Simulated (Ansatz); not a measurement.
## What WS2 monolayer (1T) distorts into

Wanted: the energy along a soft mode of WS2 monolayer (1T) and the structure at the end.

Calculated with Ansatz 0.2.0; DFT PBEsol, scalar-relativistic, plane waves, PAW; PAW set soft_1.

## (1) The starting structure

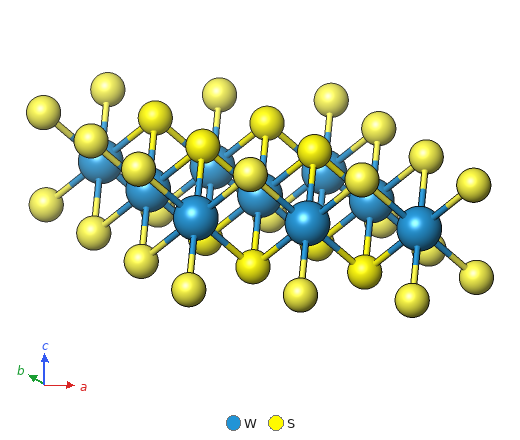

Start, viewed slightly off an axis; tungsten blue, sulfur yellow. 2×2×1 cells are drawn. Some periodic images of atoms are drawn too.

The cell holds 3 atoms: 1 W and 2 S. Cell: a = 3.145 Å, b = 3.145 Å, c = 29.504 Å, α = 90.0°, β = 90.0°, γ = 120.0°. It derives from WS2. Vacuum lies along c.

## (2) Phonons on a q mesh

The cell comes from relaxations at this level that are not shown. Stability and thermal properties need the whole zone. Linear response on a 6×6×1 q mesh gives force constants as far as a supercell of that size would.

The input, input.yaml:

```yaml
crystal:
  lattice:
    - [3.1452997703, 0.0, 0.0]
    - [-1.5726498852, 2.7239095036, 0.0]
    - [0.0, 0.0, 29.504]
  atoms:
    - { symbol: W, position: [0.0, 0.0, 0.3389370933] }
    - { symbol: S, position: [0.3333333333, 0.6666666667, 0.392828632] }
    - { symbol: S, position: [0.6666666667, 0.3333333333, 0.2850455545] }
  periodic: [true, true, false]
kpoints:
  mp_grid: { grid: [18, 18, 1] }
hamiltonian:
  xc: pbesol
  pseudopotentials: { kind: paw, azcp: { folder: soft_1 }, xc_functional: pbe }
scf:
  occupations: { method: methfessel_paxton, width: 0.2 }
output:
  eigenvalues: true
phonons:
  method: dfpt
  qmesh: [6, 6, 1]
  temperatures: { t_max: 1000, t_step: 50 }
  qpath:
    path:
      - [0.0, 0.0, 0.0]
      - [0.5, 0.0, 0.0]
      - [0.33333333, 0.33333333, 0.0]
      - [0.0, 0.0, 0.0]
    npoints: 10
```

Run with:

```console
> ansatz run input.yaml --threads 4 --pin off --max-ram 16384MiB --backend cpu --events-out ev --progress --plain --runs-dir out
```

Numbers of over 12 decimals in the logs are rounded to 6 here.

The program printed:

```text
Warning: crystal.symmetry: narrowed to the stabiliser of the run's FFT grids — unitary ops 12 → 6. A phonons.method: dfpt run fills in the rows of the dynamical matrix that it does not solve by its symmetry operations, which is exact only for operations that map its FFT grids onto themselves: filled in by any other, the frequencies could depend on the order in which like atoms are typed, or, by more than the grids' own error, on where the crystal sits among the grids' points. Excluded: 6 operations. The run can therefore solve more perturbations, solve them on more k-points, or both, and cost more. [rest of the remark cut]
Engine: ansatz 0.2.0, aarch64-unknown-linux-gnu
Pseudopotentials: kind: paw
Pseudopotential: W, paw, valence charge 14, recommended cutoff 420 eV (normal), soft_1/W.paw.azcp
Pseudopotential: S, paw, valence charge 6, recommended cutoff 420 eV (normal), soft_1/S.paw.azcp
Functional definition: PBEsol
  exchange = pbesol_x
  correlation = pbesol_c
Crystal: 3 atoms, lattice volume = 252.776 Å³
Basis set: ecut = 420 eV, 4923 PW (Γ), exchange–correlation on 48×48×400 points (8 copies of the dense FFT grid, shifted against one another)
Bands: 17, of which v1, the nominal top of the filled ones, is band 13 counted from 1 (12 counted from 0)
Symmetry: 12 space group operations
k-points: 37 of 324 (irreducible under 6 space group operations, time reversal used)
Non-local potential: W, projectors of the file, l = 0: 3, l = 1: 2, l = 2: 2, l = 3: 1
Non-local potential: S, projectors of the file, l = 0: 2, l = 1: 2, l = 2: 1
PAW form: soft (Blöchl's): semilocal exchange-correlation on the pseudo side does not see the compensation charge
PAW frozen core: W, regenerated for the run's functional, and the local potential with it (the file was generated under x = pbe(κ = 0.804, μ = 0.219515), c = pbe(β = 0.066725))
PAW frozen core: S, regenerated for the run's functional, and the local potential with it (the file was generated under x = pbe(κ = 0.804, μ = 0.219515), c = pbe(β = 0.066725))
PAW one-centre angular grid: W, 590 points (default); XC on 64 Gauss nodes
PAW one-centre angular grid: S, 110 points (default); XC on 64 Gauss nodes
Initial density: superposition of atomic densities (neutral atoms: chi_scale 0, normalization atom)
Initial wavefunctions: pseudopotential atomic-orbital guess
Functional: x = pbesol(κ = 0.804, μ = 0.123457), c = pbesol(β = 0.046)
SCF iter   1: F=—  HF=-12029.580221 eV  |F-HF|=—  |Δ(HF+E_count)|=         —  Δρ=2.03e-2  dr2=1.22e0  ethr=3.10e-3  ⟨swp⟩=16.5  Hψ=6941  notcnv=0
preconditioner: auto → LDOS  [insulator: Δε(μ)=0.178 eV  Ē_g=8.916 eV  σ=0.200 eV  W_gap=0.57  n_scr=16 (ndim 8)  ℏωp=9.9 eV  f_vac=0.755  D(μ)=0.93/eV (n_scr^D=6)  ε∞_Penn≈2.2  β→1.0]
SCF iter   2: F=—  HF=-12029.368157 eV  |F-HF|=—  |Δ(HF+E_count)|=   2.12e-1  S|Δr|=    0.00e0  Δρ=1.14e-2  dr2=6.53e-1  ethr=3.10e-3  ⟨swp⟩=4.9  Hψ=2322  notcnv=0
SCF iter   3: F=—  HF=-12029.161257 eV  |F-HF|=—  |Δ(HF+E_count)|=   2.07e-1  S|Δr|=    0.00e0  Δρ=2.02e-3  dr2=1.57e-2  ethr=2.51e-3  ⟨swp⟩=3.5  Hψ=1591  notcnv=0
SCF iter   4: F=—  HF=-12029.159516 eV  |F-HF|=—  |Δ(HF+E_count)|=   1.74e-3  S|Δr|=    0.00e0  Δρ=6.81e-4  dr2=1.53e-3  ethr=6.03e-5  ⟨swp⟩=3.4  Hψ=1564  notcnv=0
SCF iter   5: F=—  HF=-12029.159155 eV  |F-HF|=—  |Δ(HF+E_count)|=   3.60e-4  S|Δr|=    0.00e0  Δρ=1.61e-4  dr2=2.77e-5  ethr=5.89e-6  ⟨swp⟩=3.8  Hψ=1500  notcnv=0
SCF iter   6: F=—  HF=-12029.159178 eV  |F-HF|=—  |Δ(HF+E_count)|=   2.24e-5  S|Δr|=    0.00e0  Δρ=2.65e-5  dr2=2.18e-6  ethr=1.06e-7  ⟨swp⟩=3.7  Hψ=1544  notcnv=0
SCF iter   7: F=—  HF=-12029.159064 eV  |F-HF|=—  |Δ(HF+E_count)|=   1.13e-4  S|Δr|=    0.00e0  Δρ=6.06e-6  dr2=7.50e-8  ethr=8.39e-9  ⟨swp⟩=3.8  Hψ=1437  notcnv=0
SCF iter   8: F=—  HF=-12029.159065 eV  |F-HF|=—  |Δ(HF+E_count)|=   1.40e-7  S|Δr|=    0.00e0  Δρ=1.46e-6  dr2=4.83e-9  ethr=2.88e-10  ⟨swp⟩=3.1  Hψ=1382  notcnv=0
SCF iter   9: F=—  HF=-12029.159065 eV  |F-HF|=—  |Δ(HF+E_count)|=   7.72e-9  S|Δr|=    0.00e0  Δρ=4.87e-7  dr2=4.25e-10  ethr=1.86e-11  ⟨swp⟩=3.6  Hψ=1563  notcnv=0
SCF iter  10: F=—  HF=-12029.159065 eV  |F-HF|=—  |Δ(HF+E_count)|=  3.06e-10  S|Δr|=    0.00e0  Δρ=1.11e-7  dr2=2.34e-11  ethr=1.64e-12  ⟨swp⟩=4.0  Hψ=1607  notcnv=0
SCF iter  11: F=-12029.159065 eV  HF=-12029.159065 eV  |F-HF|=3.64e-12  |Δ(HF+E_count)|=  6.18e-11  S|Δr|=    0.00e0  Δρ=7.52e-9  dr2=1.34e-13  ethr=1.00e-12  ⟨swp⟩=15.2  Hψ=5490  notcnv=0
SCF 1 converged in 11 iterations: F = -12029.159065 eV  dr2 = 1.34e-13
  greatest PAW one-centre occupation: 0.999 electrons in one spin orbital (limit 2), on the W atom at site 0 (counted from 0), in its partial waves of l = 0
phonons: the bands overlap, so this run is a metal and interpolates without the dipole-dipole term. If the crystal is really an insulator or semiconductor, its LO-TO splitting is missing
NSCF: frozen V_eff on 37 k-points
NSCF: frozen V_eff on 91 k-points
DFPT response loops at q = (0, 0, 0) (fractional): preconditioner auto → none (partly filled bands, converged f_vac=0.761); β = 0.50; Broyden in place of MSR1
NSCF: frozen V_eff on 342 k-points
DFPT response loops at q = (0, 0.166667, 0) (fractional): mixed as the last ones told, above
NSCF: frozen V_eff on 342 k-points
DFPT response loops at q = (0, 0.333333, 0) (fractional): mixed as the last ones told, above
NSCF: frozen V_eff on 182 k-points
DFPT response loops at q = (0, -0.5, 0) (fractional): mixed as the last ones told, above
NSCF: frozen V_eff on 648 k-points
DFPT response loops at q = (0.166667, 0.166667, 0) (fractional): mixed as the last ones told, above
NSCF: frozen V_eff on 648 k-points
DFPT response loops at q = (0.166667, 0.333333, 0) (fractional): mixed as the last ones told, above
NSCF: frozen V_eff on 342 k-points
DFPT response loops at q = (0.333333, 0.333333, 0) (fractional): mixed as the last ones told, above
SCF converged after 11 iterations
Stability not checked: this state was not tested for a lower state beside it, because cold or Methfessel-Paxton smearing, or corrected tetrahedra, fill the levels in a way that the test cannot read (fill_not_monotonic; see scf.lower_state_search)
Free energy (F): -12029.159065 eV
Harris-Foulkes:  -12029.159065 eV  (|F-HF|=3.64e-12)
Internal energy: -12029.162084 eV  (E = F + TS)
E sigma→0 (E₀):  -12029.159819 eV
Entropy (-TS):   0.003020 eV (1.007 meV/atom)
Fermi energy:    -4.888024 eV
Step filling:    the computed levels leave a gap of 0.0070 eV = 0.0 smearing widths at the electron count; against every level under it full and every level over it empty, smearing changes F+E_penalty+E_count by +0.582 meV and its σ→0 estimate by -0.173 meV
--- Per-component energies (eV) ---
  E_band       = -623.908072
  E_kinetic    = 634.404449
  E_local      = -43856.252642  (includes V_loc(G=0)·N_el)
  E_nonlocal   = 46.946364
  E_hartree    = 21565.584065
  E_xc         = -442.162808
  E_vxc        = -396.598279  (∫ρ·V_xc dr)
  E_paw        = -9635.721151  (= ΣΔE_a)
  E_vpaw       = -183.576277  (= ΣTr[D̂ρ^β])
  E_aug_tail   = 0.000156  (compensation charges beyond the density's cutoff)
  E_ewald      = 19657.693726
  E_core_change = 0.345757  (= ΣΔE_core)
  E_smearing   = 0.003020  (= −TS)
  E_closure    = 0.000000  (closes the sum)
  Σ components = -12029.159065   (vs F -12029.159065, Δ=0.00e0)
--- Band table (eV; the first three rows and the last of 37) ---
  k-point 0: bands = [... 9 lower, -8.2893, -5.9975, -5.6835, -5.6835, -5.2435, -5.2435, -1.3841, -1.3841]
  k-point 1: bands = [... 9 lower, -8.0586, -6.2536, -6.0143, -5.9159, -5.0053, -4.9187, -1.5760, -1.4082]
  k-point 2: bands = [... 9 lower, -7.7866, -7.0456, -6.4513, -5.9838, -4.7734, -4.5001, -1.9564, -1.4503]
  k-point 36: bands = [... 9 lower, -9.1335, -9.1335, -9.0807, -4.2888, -4.2888, -3.8400, -1.1442, -1.1442]
--- Phonons (Γ-DFPT): 6 representative perturbations + reference (Σ response iterations 27) ---
  ASR residual: 1.691e-5 → 0.000e0 eV/Å²; symmetrization residual: 8.723e-6 eV/Å²
  The last average, over the group as it would stand without the narrowing to the FFT grids, took up to 2.431e-7 eV/Å² of the zone centre's force constants
  ASR residual per site (eV/Å²): 1.08e-5 1.67e-5 1.69e-5
  Γ frequencies (cm⁻¹): 0.00 0.00 0.00 225.84 225.84 276.00 276.00 371.30 383.39
--- Phonons (arbitrary-q DFPT): 7 irreducible q on the 6×6×1 mesh ---
  q = [0.0000, 0.0000, 0.0000] (star 1, of the zone-centre solve; hermiticity 6.79e-7, symmetrization 2.14e-11, taken by the last average 9.46e-9): -0.00 0.00 0.00 225.84 225.84 276.00 276.00 371.30 383.39
  q = [0.0000, 0.1667, 0.0000] (star 6, 9 solved perturbations on 171 of 324 k-point pairs; hermiticity 4.74e-7, symmetrization 2.34e-10, taken by the last average 1.06e-7): 36.23 58.37 77.61 246.77 269.26 289.28 300.13 371.72 385.60
  q = [0.0000, 0.3333, 0.0000] (star 6, 9 solved perturbations on 171 of 324 k-point pairs; hermiticity 4.21e-7, symmetrization 3.43e-10, taken by the last average 1.48e-7): -41.82 88.15 94.51 270.64 298.55 315.19 337.34 359.51 375.23
  q = [0.0000, -0.5000, 0.0000] (star 3, 9 solved perturbations on 91 of 324 k-point pairs; hermiticity 3.81e-7, symmetrization 1.57e-10, taken by the last average 1.57e-7): -212.02 56.12 117.21 281.76 298.94 325.74 342.15 359.86 373.49
  q = [0.1667, 0.1667, 0.0000] (star 6, 6 solved perturbations in 1485 linear systems a pass and spin channel, the states on 324 of 324 k-point pairs; hermiticity 5.28e-7, symmetrization 2.66e-10, taken by the last average 1.37e-7): 78.03 88.05 89.87 261.83 287.98 303.87 329.06 363.09 369.10
  q = [0.1667, 0.3333, 0.0000] (star 12, 9 solved perturbations on 324 of 324 k-point pairs: no pair is spared here; hermiticity 3.94e-7, symmetrization 0.00e0, taken by the last average 1.79e-7): -157.69 54.87 111.56 286.53 303.51 323.85 345.86 350.67 364.65
  q = [0.3333, 0.3333, 0.0000] (star 2, 6 solved perturbations in 705 linear systems a pass and spin channel, the states on 171 of 324 k-point pairs; hermiticity 3.62e-7, symmetrization 1.07e-7, taken by the last average 8.16e-8): -152.50 -152.50 114.86 309.16 315.50 315.50 339.85 344.18 344.18
  sum rule: each row above includes the acoustic sum rule's correction from the zone centre's row sums; it moved no ω² by more than (0.38 cm⁻¹)²
  mesh force constants: q→R imaginary residual 3.10e-18; ASR residual 1.691e-5 → 0.000e0 eV/Å²; symmetrization residual 5.329e-15 eV/Å²
  interpolated dispersion: 31 rows × 9 modes
  density of states and harmonic sums: on the 24×24×1 q-mesh, interpolated from the force constants of a 6×6×1 supercell (no non-analytic term)
  largest difference from the sums on the solved wave vectors: F 1.86e-2 eV, S 2.22e-5 and C_V 3.59e-6 eV/K
  zero-point energy: 0.131168 eV/cell   skipped modes (ω ≤ 0): 47, of them read as no rigid motion or as one in doubt: 44 (7.309e-1 modes/cell left out, lowest -212.02 cm⁻¹)   left out of the sums: 8.18e-2 of the cell's modes: C_V's classical limit lies that fraction below 3 k_B per atom; for a crystal, a wire or a layer, F and S can be off by more, and a phonons.interpolated_qmesh denser along its periods is the remedy for the sampling
```

Elapsed: 22 min, on 4 threads of Arm Neoverse V1, shared host; peak memory 3.1 GiB.

Numbers from this step:

```yaml
gap_on_the_k_mesh: 0 eV
sum_rule_residual_before_enforcement: 1.69e-5 eV/Å²
lowest_frequency_on_the_path: -212.0 cm⁻¹
point_group: -3m
highest_frequency_on_the_path_or_at_a_solved_wavevector: 386.9 cm⁻¹
area_per_atom: 2.856 Å²
highest_optical_mode_at_the_zone_centre_no_lo_to_term: 383.4 cm⁻¹
lowest_optical_zone_centre_mode: 225.8 cm⁻¹
lowest_mode_on_the_q_mesh_acoustic_modes_at_gamma_apart: -212.0 cm⁻¹
```

Frequencies (cm⁻¹) solved at each irreducible wavevector; negative means imaginary. Frequencies by wavevector, by row:

```tsv
q in reciprocal lattice units	star	mode 1	mode 2	mode 3	mode 4	mode 5	mode 6	mode 7	mode 8	mode 9
0 0 0	1	0	0	0	225.8	225.8	276	276	371.3	383.4
0 0.1667 0	6	36.2	58.4	77.6	246.8	269.3	289.3	300.1	371.7	385.6
0 0.3333 0	6	-41.8	88.2	94.5	270.6	298.6	315.2	337.3	359.5	375.2
0 -0.5 0	3	-212	56.1	117.2	281.8	298.9	325.7	342.1	359.9	373.5
0.1667 0.1667 0	6	78	88	89.9	261.8	288	303.9	329.1	363.1	369.1
0.1667 0.3333 0	12	-157.7	54.9	111.6	286.5	303.5	323.9	345.9	350.7	364.6
0.3333 0.3333 0	2	-152.5	-152.5	114.9	309.2	315.5	315.5	339.9	344.2	344.2
```

Interpolated from a 6×6×1 q mesh. Phonon branches along the path, in cm⁻¹:

```tsv
point	branch 1	branch 2	branch 3	branch 4	branch 5	branch 6	branch 7	branch 8	branch 9
Γ	0	0	0	226	226	276	276	371	383
M	-212	56	117	282	299	326	342	360	374
K	-152	-152	115	309	316	316	340	344	344
Γ	0	0	0	226	226	276	276	371	383
```

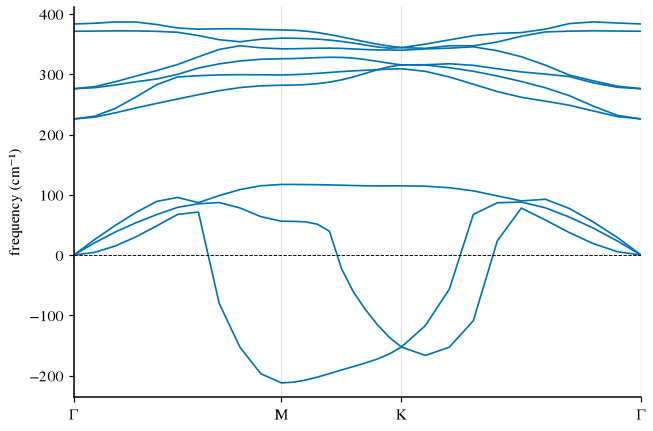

Phonon branches along the path.

Symmetry leaves 7 wavevectors to solve. The lowest mode among them, the acoustic zeros apart, lies at q = (0, -0.5, 0) and is imaginary, 212.0i cm⁻¹, so the energy falls along it.

## (3) The mode frozen in, largest atomic shift 0 Å

The mode followed lies at q = (0.333, 0.333, 0) with frequency 152.5i cm⁻¹ and is 2-fold degenerate, one of the unstable modes though not the softest. At small amplitude the distorted cell has space group no. 157 by a symmetry search on the positions. The undistorted cell that holds it gives the zero of energy on the same k mesh.

System of this step: WS2 monolayer (1T). The cell holds 9 atoms: 3 W and 6 S. Cell: a = 5.448 Å, b = 5.448 Å, c = 29.504 Å, α = 90.0°, β = 90.0°, γ = 60.0°. It derives from WS2. Vacuum lies along c.

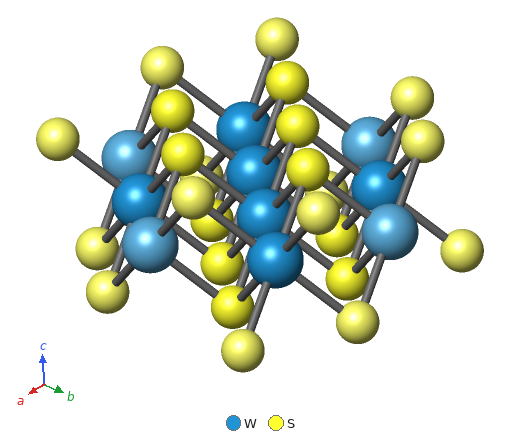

The cell of this step (tungsten blue, sulfur yellow). Some periodic images of atoms are drawn too.

The input, input.yaml:

```yaml
crystal:
  lattice:
    - [4.7179496554, 2.7239095036, 0.0]
    - [0.0, 5.4478190071, 0.0]
    - [0.0, 0.0, 29.504]
  atoms:
    - { symbol: W, position: [0.0, 0.0, 0.3389370933] }
    - { symbol: W, position: [0.3333333333, 0.3333333333, 0.3389370933] }
    - { symbol: W, position: [0.6666666667, 0.6666666667, 0.3389370933] }
    - { symbol: S, position: [1.0, 0.3333333333, 0.392828632] }
    - { symbol: S, position: [0.3333333333, 0.6666666667, 0.392828632] }
    - { symbol: S, position: [0.6666666667, 1.0, 0.392828632] }
    - { symbol: S, position: [0.3333333333, 0.0, 0.2850455545] }
    - { symbol: S, position: [0.6666666667, 0.3333333333, 0.2850455545] }
    - { symbol: S, position: [0.0, 0.6666666667, 0.2850455545] }
  periodic: [true, true, false]
kpoints:
  mp_grid: { grid: [9, 9, 1] }
hamiltonian:
  xc: pbesol
  pseudopotentials: { kind: paw, azcp: { folder: soft_1 }, xc_functional: pbe }
scf:
  occupations: { method: methfessel_paxton, width: 0.2 }
output:
  forces: true
  stress: true
  eigenvalues: true
```

The program printed:

```text
[...]
Crystal: 9 atoms, lattice volume = 758.328 Å³
Basis set: ecut = 420 eV, 14757 PW (Γ), exchange–correlation on 80×80×400 points (8 copies of the dense FFT grid, shifted against one another)
Bands: 48, of which v1, the nominal top of the filled ones, is band 39 counted from 1 (38 counted from 0)
Symmetry: 36 space group operations
[...]
k-points: 12 of 81
[...]
k-point 0: bands = [... 35 lower, -5.6829, -5.6829, -5.2441, -5.2441, -4.2884, -4.2884, -4.2884, -4.2884, ... 5 higher]
  k-point 1: bands = [... 35 lower, -6.1399, -5.8997, -4.9348, -4.9348, -4.8793, -4.5882, -4.4595, -3.8897, ... 5 higher]
  k-point 2: bands = [... 35 lower, -6.7245, -5.9105, -5.5625, -4.7825, -4.7620, -4.5654, -4.5640, -3.4918, ... 5 higher]
  k-point 11: bands = [... 35 lower, -6.9840, -6.9157, -6.9157, -6.9157, -3.6824, -3.6824, -3.6824, -3.5431, ... 5 higher]
[key lines of the parts left out:]
SCF converged after 8 iterations
Free energy (F): -36087.473765 eV
Fermi energy:    -4.896491 eV
P = ½ c Tr σ = -0.0117 N/m
```

The job ended after 11 s (4 threads; peak memory 1.4 GiB).

Numbers from this step:

| Item | Value |
| --- | --- |
| energy from the undistorted cell | 0 meV/atom |

## (4) The mode frozen in, largest atomic shift 0.22 Å

The atoms are moved along the unstable eigenvector, the largest shift by 0.22 Å, with the cell fixed.

input.yaml, the sections that differ from step 3:

```yaml
crystal:
  lattice:
    - [4.7179496554, 2.7239095036, 0.0]
    - [0.0, 5.4478190071, 0.0]
    - [0.0, 0.0, 29.504]
  atoms:
    - { symbol: W, position: [1.5264e-06, 0.0403822033, 0.3389370976] }
    - { symbol: W, position: [0.2929511974, 0.3333338569, 0.3389370976] }
    - { symbol: W, position: [0.7070502059, 0.6262839398, 0.3389370847] }
    - { symbol: S, position: [1.0000002028, 0.3333333057, 0.398440511] }
    - { symbol: S, position: [0.3333332668, 0.6666669779, 0.3900226337] }
    - { symbol: S, position: [0.6666665305, 0.9999997164, 0.3900229549] }
    - { symbol: S, position: [0.3430407592, -0.009707092, 0.2850455346] }
    - { symbol: S, position: [0.6569594659, 0.3333335949, 0.2850454886] }
    - { symbol: S, position: [-2.252e-07, 0.6763738492, 0.2850456404] }
  periodic: [true, true, false]
# kpoints, hamiltonian, scf, output: as in step 3
```

The program printed:

```text
[...]
k-point 1: bands = [... 35 lower, -6.0993, -6.0211, -5.6041, -5.3320, -4.8404, -4.4041, -4.3001, -3.2458, ... 5 higher]
  k-point 2: bands = [... 35 lower, -6.5525, -6.3410, -5.8565, -5.4065, -4.7872, -4.2597, -4.0534, -2.9107, ... 5 higher]
  k-point 11: bands = [... 35 lower, -7.1132, -6.5878, -6.5736, -6.5736, -4.6199, -3.9208, -3.9208, -2.7523, ... 5 higher]
  ° read free of the cell's end (the report's vacuum.weakly_bound_levels)
[key lines of the parts left out:]
SCF converged after 11 iterations
Free energy (F): -36087.866429 eV
Fermi energy:    -5.129852 eV
P = ½ c Tr σ = 3.3820 N/m
```

Elapsed: 15 s, on 4 threads; peak memory 1.2 GiB.

Numbers from this step:

- gap on the k-mesh: 0.3654 eV
- energy from the undistorted cell: -43.97 meV/atom

The energy, extrapolated to zero smearing, is -43.97 meV/atom against the undistorted cell.

## (5) Energy along the mode, all amplitudes (two of the runs are shown above)

An imaginary frequency means negative curvature, so the energy should fall and then rise again as anharmonic terms take over.

This step gave:

- depth at the lowest point sampled: 43.97 meV/atom
- largest atomic shift at that point: 0.22 Å

Energy from the parent against largest shift of an atom, one sign:

```tsv
largest shift of an atom, one sign (Å)	energy from the parent (meV/atom)
0.000	0
0.040	-4.23
0.080	-15.1
0.140	-34.7
0.220	-44.0
0.320	14.2
```

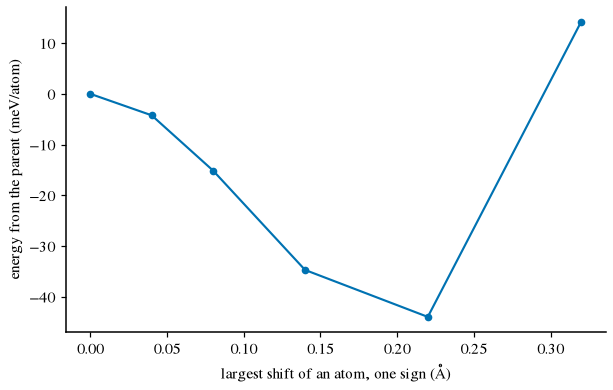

Energy from the parent against largest shift of an atom, one sign.

Displacement at unit largest shift by atom:

```tsv
atom	x (Å)	y (Å)	z (Å)	size
W1	0.00	1.00	0.00	1.00
W2	-0.87	-0.50	0.00	1.00
W3	0.87	-0.50	0.00	1.00
S4	0.00	0.00	0.75	0.75
S5	0.00	0.00	-0.38	0.38
S6	0.00	0.00	-0.38	0.38
S7	0.21	-0.12	0.00	0.24
S8	-0.21	-0.12	0.00	0.24
S9	0.00	0.24	0.00	0.24
```

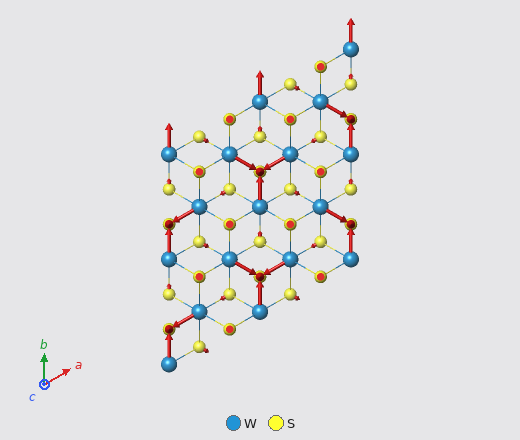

Displacement at unit largest shift as arrows, the longest 1 Å. 2×2×1 cells are drawn. Some periodic images of atoms are drawn too.

The lowest of the steps tried is at 0.22 Å, 44.0 meV/atom below the parent; the bottom of the well need not coincide with a step.

(Part 1 of 3 ends here.)

[Logs are printed without paths, hosts, clocks, repeated set-up lines and the standing remarks that a program may print on its own settings, such as how far it seeks lower states.]

[Hosts, paths, dates, database ids (printed as entryN), source tags and the programs' standing remarks are cut or masked in the printed files.]
